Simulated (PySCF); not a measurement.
## Electronic structure of CH7FNSi2 (doublet) in real space

```yaml
atoms:
  - { symbol: Si, position_ang: [0.8021, 1.1568, -0.5967] }
  - { symbol: N, position_ang: [-0.7537, 0.9992, 0.1526] }
  - { symbol: Si, position_ang: [-1.6566, -0.4421, 0.5572] }
  - { symbol: C, position_ang: [1.6144, -0.5283, -0.6795] }
  - { symbol: F, position_ang: [1.7391, 2.1304, 0.3292] }
  - { symbol: H, position_ang: [-1.2739, 1.8665, 0.2631] }
  - { symbol: H, position_ang: [-2.1795, -1.1652, -0.6452] }
  - { symbol: H, position_ang: [-0.7963, -1.3997, 1.3137] }
  - { symbol: H, position_ang: [-2.8180, -0.0293, 1.3996] }
  - { symbol: H, position_ang: [1.0216, -1.2285, -1.2882] }
  - { symbol: H, position_ang: [2.6163, -0.4486, -1.1257] }
  - { symbol: H, position_ang: [1.7202, -0.9434, 0.3367] }
```

Geometry: PBE0-D3(BJ)/def2-SVP.

The calculation used UKS B3LYP, IGLO-III on C F N Si, pcH-1 on H, non-relativistic, mean-field spin-orbit, GIAO (PySCF 2.14.0, density-fitted response routines).

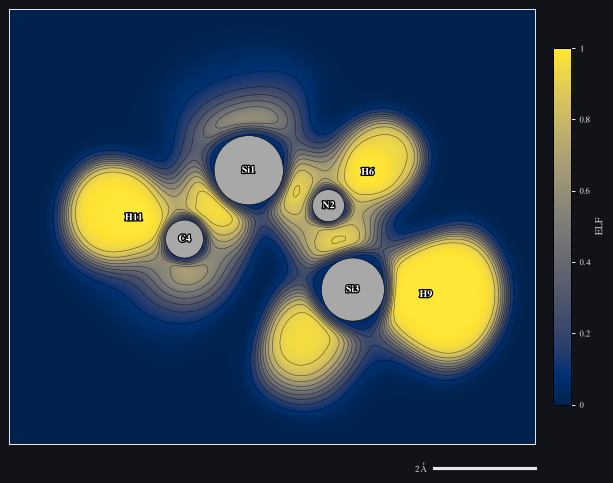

Figure 1. Electron localisation function on the plane of atoms Si1, C4 and H11. Grey discs cover the atomic cores.

Question: Describe what can be read from this map.

Answer:
- The plane passes through Si, N, C and H nuclei.
- Si–N (1.73 Å): the ELF peaks at about 0.90 between the atoms (a shared but strongly polarised pair).
- C–Si (1.87 Å): the ELF peaks at about 0.95 between the atoms; a shared electron pair.
- N–H (1.02 Å): the ELF climbs to about 1 towards the hydrogen, as it does in any bond to H; an ordinary covalent bond to hydrogen.
- C–H (1.10 Å): the ELF climbs to about 1 towards the hydrogen: an ordinary covalent bond to hydrogen.
- Si–H (1.49 Å): the ELF climbs to about 1 towards the hydrogen.

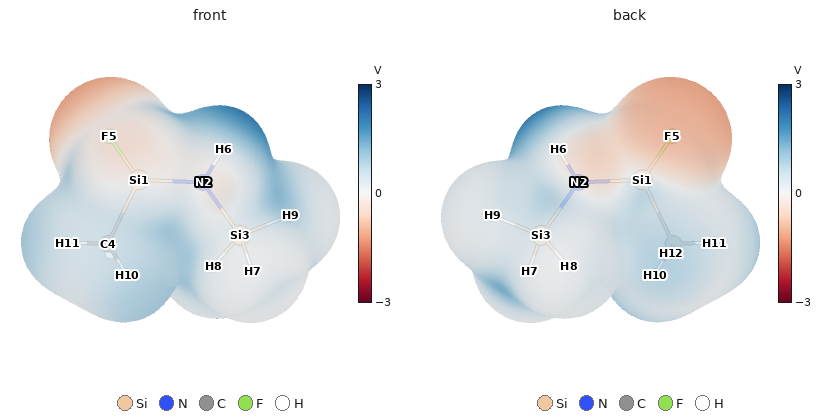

Figure 2. The molecular electrostatic potential painted on the density surface at 0.002 e/bohr³, seen from the front and from behind; red is negative and blue positive.

Question: Describe the electrostatic potential map.

Answer: The most negative region (about −1.1 V) lies over F5, the most positive (about +2.0 V) over H6.
